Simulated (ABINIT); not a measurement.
# SnSe2 (P-3m1): a self-consistent loop beyond G0W0, cycle by cycle

Wanted: G0W0 and self-consistent gaps of SnSe2 (P-3m1), with the cost of the cycles.

Method: LDA and many-body steps on it, plane waves, in ABINIT 10.8.3.

**Experimental background.**

- Gap 1.21 ± 0.04 eV: quasiparticle gap from STS band edges on large flat area; scanning tunneling spectroscopy, log dI/dV edge fit; 77.6 K; bulk crystal (n-type SnSe2 region of partially converted crystal) (“Lateral heterostructures formed by thermally converting n-type SnSe2 to p-type SnSe”, 2018, arxiv:1804.01202).

- Gap 1 eV: indirect gap from optical absorption (approximate); optical absorption; bulk crystal (quoted in “Lateral heterostructures formed by thermally converting n-type SnSe2 to p-type SnSe”, 2018, arxiv:1804.01202).

- Gap 1.207 eV: direct band-edge excitonic transition; piezoreflectance; 300 K; bulk crystal (CVT-grown single crystal) (“Temperature Dependent Excitonic Transition Energy and Enhanced Electron-Phonon Coupling in Layered Ternary SnS2-xSex Semiconductors with Fully Tunable Stoichiometry”, 2021, pmc:8069899).

Report form: the programs' logs are mostly left out.

## Step 1: Set-up

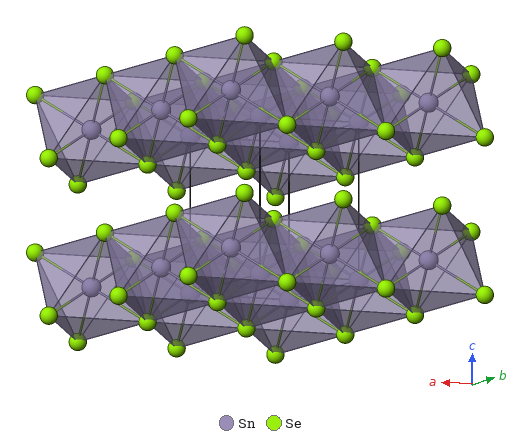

Start, viewed from a free direction; tin purple, selenium green. 2×2×1 cells are drawn. Some periodic images of atoms are drawn too.

The cell and positions come from the Crystallography Open Database and are kept as given unless a step says otherwise.

## Step 2: Empty states on the mesh, 3×3×2 mesh, 154 bands

This step: ABINIT 10.8.3; DFT, LDA, plane waves, norm-conserving pseudopotentials.

The sums over transitions need many empty states on a uniform mesh; this step solves for them.

File run.abi:

```
acell 3*1.0 Angstrom
rprim 
  3.810999999987 0.000000000003 0.000000000000
  -1.905499999996 3.300422813810 0.000000000000
  0.000000000000 0.000000000000 6.136000000000
ntypat 2
znucl 50 34
natom 3
typat 1 2 2
xred 
  0.000000000000 0.000000000000 0.000000000000
  0.333333333333 0.666666666667 0.249000000000
  0.666666666667 0.333333333333 0.751000000000
pp_dirpath "pseudos"
pseudos "Sn.upf, Se.upf"
ecut 48
ngkpt 3 3 2
nshiftk 1
shiftk 0 0 0
kptopt 1
chksymbreak 0
iscf -2
irdden 1
istwfk *1
nband 154
nbdbuf 14
tolwfr 1e-09
nstep 60
prtvol 0
indata_prefix "in"
outdata_prefix "out"
tmpdata_prefix "tmp"
```

Command:

```
OMP_NUM_THREADS=1 mpirun -n 4 abinit run.abi > log
```

The job ended after 68 s (4 MPI ranks of Arm Neoverse V2, shared host; peak memory 0.45 GiB; 4.5 min of CPU time).

Numbers from this step:

| Quantity | Value |
| --- | --- |
| gap | 0.8757 eV |
| k of the valence top | 0, 0, 0 |
| k of the conduction bottom | 0, 0, 0 |
| least direct gap | 0.8757 eV |
| k points computed | 6 |
| lowest point of the top converged band, above the valence top | 60.4030 eV |

On this mesh the gap is 0.876 eV.

The density comes from a self-consistent run that is not shown.

## Step 3: Screening, 3×3×2 mesh, 140 bands, screening to 106.1 eV

The RPA dielectric matrix is built and inverted for each q.

This step: RPA screening on LDA, plane waves, norm-conserving pseudopotentials.

Edit run.abi of step 2 so:

```diff
@@ -21,10 +21,11 @@
 chksymbreak 0
-iscf -2
-irdden 1
 istwfk *1
-nband 154
-nbdbuf 14
-tolwfr 1e-09
-nstep 60
-prtvol 0
+occopt 1
+irdwfk 1
+optdriver 3
+nband 140
+ecuteps 3.9
+inclvkb 2
+awtr 1
+symchi 1
 indata_prefix "in"
```

It took 45 s on 4 MPI ranks; peak memory 1.3 GiB; 3 min of CPU time.

Numbers from this step:

* ε∞ with local fields, on this mesh, along the program's q direction: 25.75
* the same without local fields: 29.21
* plasma frequency: 35.36 eV
* plane waves in the screening matrix: 197

Local fields lower ε∞ by 12 %. On a Γ-centred mesh this coarse the value itself is usually too large, while a short band sum pulls it down.

## Step 4: G0W0

The self-energy is evaluated for the states that the input lists, and the levels follow from it, in one-shot runs by the linearised quasiparticle equation.

This step: G0W0 on LDA, plane waves, norm-conserving pseudopotentials.

Edit run.abi of step 3 so:

```diff
@@ -24,8 +24,17 @@
 irdwfk 1
-optdriver 3
+optdriver 4
 nband 140
+gwcalctyp 0
+ecutsigx 48
+symsigma 1
+nkptgw 2
+kptgw 
+  0.0000000000 0.0000000000 0.0000000000
+  0.0000000000 0.0000000000 0.5000000000
+bdgw 
+  33 37
+  34 37
 ecuteps 3.9
-inclvkb 2
-awtr 1
-symchi 1
+irdscr 1
+ppmodel 1
 indata_prefix "in"
```

The job ended after 6.9 s (4 MPI ranks; peak memory 1.1 GiB; 27 s of CPU time).

This step gave:

```yaml
g0w0_gap_on_the_points_computed: 1.543 eV
starting_gap_on_the_mesh: 0.8757 eV
k_of_the_valence_top: 0, 0, 0
k_of_the_conduction_bottom: 0, 0, 0
z_at_the_valence_top: 0.789
z_at_the_conduction_bottom: 0.807
least_direct_g0w0_gap_on_the_computed_points: 1.543 eV
```

The gap on the mesh goes from 0.88 eV to 1.54 eV, a correction of +0.67 eV.

## Step 5: evGW0, cycle 1

This step: evGW0 on LDA, plane waves, norm-conserving pseudopotentials.

Edit run.abi of step 4 so:

```diff
@@ -26,12 +26,20 @@
 nband 140
-gwcalctyp 0
+gwcalctyp 10
 ecutsigx 48
 symsigma 1
-nkptgw 2
+nkptgw 6
 kptgw 
   0.0000000000 0.0000000000 0.0000000000
+  0.3333333333 0.0000000000 0.0000000000
+  0.3333333333 0.3333333333 0.0000000000
   0.0000000000 0.0000000000 0.5000000000
+  0.3333333333 0.0000000000 0.5000000000
+  0.3333333333 0.3333333333 0.5000000000
 bdgw 
-  33 37
-  34 37
+  30 39
+  30 39
+  30 39
+  30 39
+  30 39
+  30 39
 ecuteps 3.9
```

The job ended after 42 s (4 MPI ranks; peak memory 1.6 GiB; 2.8 min of CPU time).

Numbers from this step:

```yaml
quasiparticle_gap_on_the_mesh: 1.697 eV
gap_of_the_density_functional_on_the_mesh: 0.8757 eV
k_of_the_valence_top: 0, 0, 0
k_of_the_conduction_bottom: 0, 0, 0
z_at_the_valence_top: 0.789
z_at_the_conduction_bottom: 0.807
least_direct_quasiparticle_gap_on_the_computed_points: 1.697 eV
```

Against G0W0 in ABINIT (3×3×2 mesh, 140 bands, screening to 106.1 eV, Godby-Needs plasmon pole), the gap moves by +0.154 eV. This first cycle still uses the starting levels; it takes the full correction, at all points of the mesh, and its linearised value is 1.543 eV.

## Step 6: evGW0, cycle 2

The corrected levels of the last cycle go back in.

Edit run.abi of step 5 so:

```diff
@@ -47,2 +47,3 @@
 ppmodel 1
+irdqps 1
 indata_prefix "in"
```

The job ended after 42 s (4 MPI ranks; peak memory 1.6 GiB).

Numbers from this step:

- quasiparticle gap on the mesh: 1.594 eV
- gap of the density functional on the mesh: 0.8757 eV
- k of the valence top: 0, 0, 0
- k of the conduction bottom: 0, 0, 0
- least direct quasiparticle gap on the computed points: 1.594 eV

Against the cycle before, the gap moves by −0.103 eV.

## Step 7: evGW0, cycle 3

run.abi is that of step 6.

Wall time 42 s (4 MPI ranks); peak memory 1.6 GiB; 2.8 min of CPU time.

Numbers from this step:

```yaml
quasiparticle_gap_on_the_mesh: 1.606 eV
gap_of_the_density_functional_on_the_mesh: 0.8757 eV
k_of_the_valence_top: 0, 0, 0
k_of_the_conduction_bottom: 0, 0, 0
least_direct_quasiparticle_gap_on_the_computed_points: 1.606 eV
```

Against the cycle before, the gap moves by +0.012 eV.

## Step 8: evGW0, cycle 4

run.abi is that of step 7.

Elapsed: 42 s, on 4 MPI ranks; peak memory 1.6 GiB; 2.8 min of CPU time.

This step gave:

* quasiparticle gap on the mesh: 1.605 eV
* gap of the density functional on the mesh: 0.8757 eV
* k of the valence top: 0, 0, 0
* k of the conduction bottom: 0, 0, 0
* least direct quasiparticle gap on the computed points: 1.605 eV

Against the cycle before, the gap moves by −0.001 eV.

## Step 9: Screening, 3×3×2 mesh, 140 bands, screening to 106.1 eV

This step: RPA screening on LDA, plane waves, norm-conserving pseudopotentials.

File run.abi:

```
acell 3*1.0 Angstrom
rprim 
  3.810999999987 0.000000000003 0.000000000000
  -1.905499999996 3.300422813810 0.000000000000
  0.000000000000 0.000000000000 6.136000000000
ntypat 2
znucl 50 34
natom 3
typat 1 2 2
xred 
  0.000000000000 0.000000000000 0.000000000000
  0.333333333333 0.666666666667 0.249000000000
  0.666666666667 0.333333333333 0.751000000000
pp_dirpath "pseudos"
pseudos "Sn.upf, Se.upf"
ecut 48
ngkpt 3 3 2
nshiftk 1
shiftk 0 0 0
kptopt 1
chksymbreak 0
istwfk *1
occopt 1
irdwfk 1
optdriver 3
nband 140
ecuteps 3.9
inclvkb 2
awtr 1
symchi 1
gwcalctyp 10
mbpt_sciss 0.755 eV
nqptdm 1
qptdm 
  0 0 0
indata_prefix "in"
outdata_prefix "out"
tmpdata_prefix "tmp"
```

Run time: 25 s. Hardware: 4 MPI ranks; peak memory 1.3 GiB; 98 s of CPU time.

Numbers from this step:

```yaml
eps_infinity_with_local_fields_on_this_mesh_along_the_program_s_q_direction: 19.02
the_same_without_local_fields: 21.26
plasma_frequency: 35.36 eV
plane_waves_in_the_screening_matrix: 197
```

This screening uses the functional's bands under a rigid shift, the mean opening of the cycle before.

## Step 10: Screening, 3×3×2 mesh, 140 bands, screening to 106.1 eV

This step: RPA screening on LDA from quasiparticle energies, plane waves, norm-conserving pseudopotentials.

Edit run.abi of step 9 so:

```diff
@@ -30,7 +30,11 @@
 symchi 1
+irdqps 1
 gwcalctyp 10
-mbpt_sciss 0.755 eV
-nqptdm 1
+nqptdm 5
 qptdm 
-  0 0 0
+  0.3333333333 0.0000000000 0.0000000000
+  0.3333333333 0.3333333333 0.0000000000
+  0.0000000000 0.0000000000 0.5000000000
+  0.3333333333 0.0000000000 0.5000000000
+  0.3333333333 0.3333333333 0.5000000000
 indata_prefix "in"
```

File mrgscr.stdin:

```
2
merged
q0_SCR
out_SCR
1
```

Command:

```
OMP_NUM_THREADS=1 mpirun -n 4 abinit run.abi > log; mrgscr < mrgscr.stdin
```

Run time: 23 s. Hardware: 4 MPI ranks; peak memory 1.1 GiB; 94 s of CPU time.

This step gave:

* plasma frequency: 35.36 eV
* plane waves in the screening matrix: 197

This screening reads the quasiparticle levels of the cycle before.

## Step 11: evGW, cycle 1

This step: evGW on LDA, plane waves, norm-conserving pseudopotentials.

Edit run.abi of step 10 so:

```diff
@@ -24,12 +24,10 @@
 irdwfk 1
-optdriver 3
+optdriver 4
 nband 140
-ecuteps 3.9
-inclvkb 2
-awtr 1
-symchi 1
-irdqps 1
 gwcalctyp 10
-nqptdm 5
-qptdm 
+ecutsigx 48
+symsigma 1
+nkptgw 6
+kptgw 
+  0.0000000000 0.0000000000 0.0000000000
   0.3333333333 0.0000000000 0.0000000000
@@ -39,2 +37,13 @@
   0.3333333333 0.3333333333 0.5000000000
+bdgw 
+  30 39
+  30 39
+  30 39
+  30 39
+  30 39
+  30 39
+ecuteps 3.9
+irdscr 1
+ppmodel 1
+irdqps 1
 indata_prefix "in"
```

Command:

```
OMP_NUM_THREADS=1 mpirun -n 4 abinit run.abi > log
```

Wall time 43 s (4 MPI ranks); peak memory 1.6 GiB; 2.9 min of CPU time.

This step gave:

```yaml
quasiparticle_gap_on_the_mesh: 1.696 eV
gap_of_the_density_functional_on_the_mesh: 0.8757 eV
k_of_the_valence_top: 0, 0, 0
k_of_the_conduction_bottom: 0, 0, 0
least_direct_quasiparticle_gap_on_the_computed_points: 1.696 eV
```

Against G0W0 in ABINIT (3×3×2 mesh, 140 bands, screening to 106.1 eV, Godby-Needs plasmon pole), the gap moves by +0.153 eV.

## Step 12: Screening, 3×3×2 mesh, 140 bands, screening to 106.1 eV

This step: RPA screening on LDA, plane waves, norm-conserving pseudopotentials.

File run.abi:

```
acell 3*1.0 Angstrom
rprim 
  3.810999999987 0.000000000003 0.000000000000
  -1.905499999996 3.300422813810 0.000000000000
  0.000000000000 0.000000000000 6.136000000000
ntypat 2
znucl 50 34
natom 3
typat 1 2 2
xred 
  0.000000000000 0.000000000000 0.000000000000
  0.333333333333 0.666666666667 0.249000000000
  0.666666666667 0.333333333333 0.751000000000
pp_dirpath "pseudos"
pseudos "Sn.upf, Se.upf"
ecut 48
ngkpt 3 3 2
nshiftk 1
shiftk 0 0 0
kptopt 1
chksymbreak 0
istwfk *1
occopt 1
irdwfk 1
optdriver 3
nband 140
ecuteps 3.9
inclvkb 2
awtr 1
symchi 1
gwcalctyp 10
mbpt_sciss 0.853 eV
nqptdm 1
qptdm 
  0 0 0
indata_prefix "in"
outdata_prefix "out"
tmpdata_prefix "tmp"
```

Wall time 25 s (4 MPI ranks); peak memory 1.3 GiB; 99 s of CPU time.

This step gave:

| Quantity | Value |
| --- | --- |
| ε∞ with local fields, on this mesh, along the program's q direction | 18.46 |
| the same without local fields | 20.60 |
| plasma frequency | 35.36 eV |
| plane waves in the screening matrix | 197 |

This screening uses the functional's bands under a rigid shift, the mean opening of the cycle before.

## Step 13: Screening, 3×3×2 mesh, 140 bands, screening to 106.1 eV

This step: RPA screening on LDA from quasiparticle energies, plane waves, norm-conserving pseudopotentials.

Edit run.abi of step 12 so:

```diff
@@ -30,7 +30,11 @@
 symchi 1
+irdqps 1
 gwcalctyp 10
-mbpt_sciss 0.853 eV
-nqptdm 1
+nqptdm 5
 qptdm 
-  0 0 0
+  0.3333333333 0.0000000000 0.0000000000
+  0.3333333333 0.3333333333 0.0000000000
+  0.0000000000 0.0000000000 0.5000000000
+  0.3333333333 0.0000000000 0.5000000000
+  0.3333333333 0.3333333333 0.5000000000
 indata_prefix "in"
```

mrgscr.stdin is that of step 10.

Command:

```
OMP_NUM_THREADS=1 mpirun -n 4 abinit run.abi > log; mrgscr < mrgscr.stdin
```

Wall time 23 s (4 MPI ranks); peak memory 1.1 GiB; 92 s of CPU time.

This step gave:

| Item | Value |
| --- | --- |
| plasma frequency | 35.36 eV |
| plane waves in the screening matrix | 197 |

This screening reads the quasiparticle levels of the cycle before.

## Step 14: evGW, cycle 2

This step: evGW on LDA, plane waves, norm-conserving pseudopotentials.

Edit run.abi of step 13 so:

```diff
@@ -24,12 +24,10 @@
 irdwfk 1
-optdriver 3
+optdriver 4
 nband 140
-ecuteps 3.9
-inclvkb 2
-awtr 1
-symchi 1
-irdqps 1
 gwcalctyp 10
-nqptdm 5
-qptdm 
+ecutsigx 48
+symsigma 1
+nkptgw 6
+kptgw 
+  0.0000000000 0.0000000000 0.0000000000
   0.3333333333 0.0000000000 0.0000000000
@@ -39,2 +37,13 @@
   0.3333333333 0.3333333333 0.5000000000
+bdgw 
+  30 39
+  30 39
+  30 39
+  30 39
+  30 39
+  30 39
+ecuteps 3.9
+irdscr 1
+ppmodel 1
+irdqps 1
 indata_prefix "in"
```

Command:

```
OMP_NUM_THREADS=1 mpirun -n 4 abinit run.abi > log
```

Elapsed: 42 s, on 4 MPI ranks; peak memory 1.6 GiB; 2.8 min of CPU time.

Numbers from this step:

| Quantity | Value |
| --- | --- |
| quasiparticle gap on the mesh | 1.698 eV |
| gap of the density functional on the mesh | 0.8757 eV |
| k of the valence top | 0, 0, 0 |
| k of the conduction bottom | 0, 0, 0 |
| least direct quasiparticle gap on the computed points | 1.698 eV |

Against the cycle before, the gap moves by +0.002 eV.

## Step 15: Side by side

Times are wall times on 4 MPI ranks of Arm Neoverse V2, shared host, good to a factor of about two. A run's time includes the screening step that it read.

```
           run   mesh  bands  screening cutoff (eV)  DFT gap (eV)  gap on the mesh (eV)  direct (eV)  ε∞ used  time
          G0W0  3×3×2    140                  106.1         0.876                 1.543        1.543    25.75  51 s
evGW0, cycle 1  3×3×2    140                  106.1         0.876                 1.697        1.697    25.75  87 s
evGW0, cycle 2  3×3×2    140                  106.1         0.876                 1.594        1.594    25.75  87 s
evGW0, cycle 3  3×3×2    140                  106.1         0.876                 1.606        1.606    25.75  87 s
evGW0, cycle 4  3×3×2    140                  106.1         0.876                 1.605        1.605    25.75  87 s
 evGW, cycle 1  3×3×2    140                  106.1         0.876                 1.696        1.696    19.02  91 s
 evGW, cycle 2  3×3×2    140                  106.1         0.876                 1.698        1.698    18.46  90 s
```

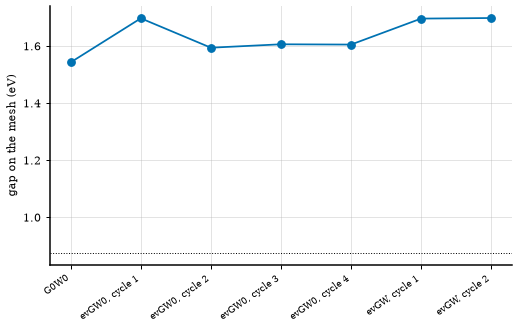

The gap through the cycles; the dotted line is the starting gap.

## Step 16: Outcome

```yaml
g0w0: 1.543 eV
evgw0_cycle_1: 1.697 eV
evgw0_cycle_2: 1.594 eV
evgw0_cycle_3: 1.606 eV
evgw0_cycle_4: 1.605 eV
evgw_cycle_1: 1.696 eV
evgw_cycle_2: 1.698 eV
known_limits: not at the basis limit; mesh may overstate the screening; no spin-orbit coupling; coarse k mesh
```

**Reading.** Only the bands that the input lists are updated; the others, empty or deep, keep the functional's energies or take a rigid shift. The evGW loop starts from the last levels of evGW0, so its cycles and time come on top of those. evGW0 ends at 1.60 eV, +0.06 eV from G0W0, after 4 cycles that took 2.8 min beside the first screening; the last moved the gap by 0.001 eV. evGW ends at 1.70 eV, +0.16 eV from G0W0, after 2 cycles that took 3 min beside the first screening; the last moved the gap by 0.002 eV. The first cycle of evGW0 takes the full correction, without the factor Z, so it overshoots the one-shot value. Against experiment, by evGW, cycle 2: the gap of 1.70 eV lies +0.49 eV from the measured 1.21 ± 0.04 eV (electronic, 77.6 K, 2018); the gap of 1.70 eV lies +0.70 eV from the measured 1 eV (indirect, quoted 2018); the direct gap of 1.70 eV lies +0.49 eV from the measured 1.207 eV (exciton, 300 K, 2021). An exciton line or allowed optical edge lies below the quasiparticle gap by the binding energy; a forbidden edge can push the onset above it. These are gaps on the mesh, at modest bands and cutoff. The calculation has static nuclei and no excitons; a measured gap holds zero-point and thermal motion, which mostly lowers it. Bands and cutoff are finite, so the gap is not at the basis limit. The miss can reach some tenths of an eV and take either sign; the mesh is an error of its own. A denser mesh or path gives a starting gap of 0.60 eV: the GW mesh misses a band edge, so its gaps are not the fundamental one. The 3×3×2 mesh is coarse for this cell, which bears on the long-range parts of exchange and screening. For the LDA start: The RPA ε∞ on this mesh reaches over 25; with a narrow direct gap a coarse mesh can overstate it, and the correction is then too small. In the updated screening the q = 0 part is built from Kohn-Sham bands under a rigid shift, the other q from the quasiparticle levels. The many-body steps are scalar-relativistic: spin-orbit coupling is not in them.

[Paths, hosts, dates, memory and timing lines, banners, echoed tables and standing remarks are left out of the program output.]

[Logs are printed without paths, hosts, clocks, repeated set-up lines and the standing remarks that a program may print on its own settings, such as how far it seeks lower states.]

[Runs of the session that timed out or met a known fault of the program may be left out.]

[Hosts, paths, dates, database ids (printed as entryN), source tags and the programs' standing remarks are cut or masked in the printed files.]

[G0W0 gaps are taken among the corrected bands and points alone; a level outside them can change the order at an edge.]

[Where Ansatz stands beside ABINIT at settings called matched, ABINIT's density can come from a denser mesh and the files from another edition; pairs whose starting gaps differed by over 0.03 eV were left out, so agreement reads better than it is.]
